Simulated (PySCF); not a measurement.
Potential energy curve for InH, singlet.

Levels of theory: RKS-PBE0 = PySCF with restricted PBE0/def2-SVP, def2 effective core potentials past Kr; UKS-B3LYP = unrestricted B3LYP/def2-SVP, def2 effective core potentials past Kr (PySCF); UCCSD(T) = PySCF with CCSD(T) on UHF/def2-SVP, 4 core orbitals frozen, def2 effective core potentials past Kr; RCCSD = CCSD on RHF/def2-SVP, 4 core orbitals frozen, def2 effective core potentials past Kr (PySCF); RKS-B3LYP = restricted B3LYP/def2-SVP, def2 effective core potentials past Kr (PySCF).

Energies are in kcal/mol, each relative to the lowest point of its own curve near equilibrium.

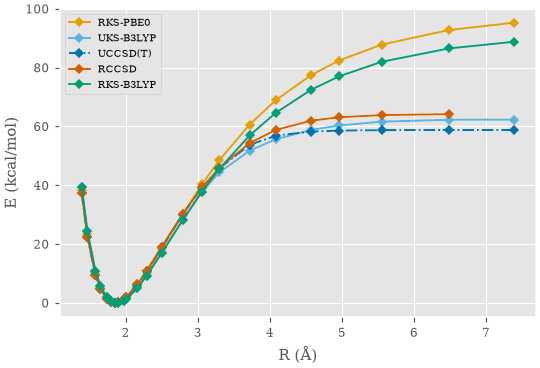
Figure. Energy against bond length for each method.

| R / Å | RKS-PBE0 | UKS-B3LYP | UCCSD(T) | RCCSD | RKS-B3LYP |
|---|---|---|---|---|---|
| 1.39 | 38.5 | 39.5 | 37.4 | 37.4 | 39.5 |
| 1.47 | 23.4 | 24.3 | 22.4 | 22.4 | 24.3 |
| 1.58 | 10.3 | 10.9 | 9.6 | 9.6 | 10.9 |
| 1.65 | 5.3 | 5.8 | 4.7 | 4.7 | 5.8 |
| 1.74 | 1.6 | 1.8 | 1.3 | 1.2 | 1.8 |
| 1.79 | 0.5 | 0.7 | 0.3 | 0.3 | 0.7 |
| 1.85 | 0.0 | 0.0 | 0.0 | 0.0 | 0.0 |
| 1.89 | 0.0 | 0.0 | 0.1 | 0.2 | 0.0 |
| 1.98 | 1.1 | 0.8 | 1.3 | 1.4 | 0.8 |
| 2.01 | 1.6 | 1.3 | 2.0 | 2.0 | 1.3 |
| 2.16 | 5.6 | 4.9 | 6.2 | 6.3 | 4.9 |
| 2.29 | 10.1 | 9.2 | 10.7 | 10.9 | 9.2 |
| 2.50 | 18.3 | 17.0 | 18.8 | 19.1 | 17.0 |
| 2.79 | 30.1 | 28.1 | 30.0 | 30.2 | 28.1 |
| 3.06 | 40.3 | 37.8 | 39.1 | 39.2 | 37.8 |
| 3.30 | 48.5 | 44.4 | 45.7 | 45.9 | 45.6 |
| 3.72 | 60.6 | 51.7 | 53.7 | 54.4 | 56.9 |
| 4.08 | 68.9 | 55.6 | 56.8 | 58.8 | 64.6 |
| 4.57 | 77.4 | 58.8 | 58.2 | 61.9 | 72.4 |
| 4.96 | 82.4 | 60.3 | 58.6 | 63.1 | 77.0 |
| 5.55 | 87.8 | 61.6 | 58.7 | 63.8 | 82.0 |
| 6.48 | 92.8 | 62.3 | 58.8 | 64.2 | 86.5 |
| 7.39 | 95.3 | 62.3 | 58.8 | — | 88.8 |

At the longest distance, 7.39 Å, RKS-PBE0 lies highest above its minimum (95.3 kcal/mol) and UCCSD(T) lowest (58.8 kcal/mol).

Dashes: no converged value, or the column stops at the first point that the program doubted or that broke a chosen test of continuity, which isn't proof of a fault.

At the longest distance RKS-PBE0, RKS-B3LYP leaves fractional charges on the fragments, a sign of delocalisation error or of the restricted form. The restricted form behind RKS-PBE0, RKS-B3LYP keeps the bonding electrons paired and can't separate into open-shell fragments. The unrestricted determinant behind UKS-B3LYP is spin-contaminated at 3.06 to 7.39 Å (<S²> up to 1.0, against 0.00 for a pure singlet). The unrestricted determinant behind UCCSD(T) is spin-contaminated at 1.39 to 1.47, 2.50 to 7.39 Å (<S²> up to 1.0, against 0.00 for a pure singlet). The T1 diagnostic of CCSD on the restricted reference of RCCSD exceeds 0.045 at 3.30 to 7.39 Å.
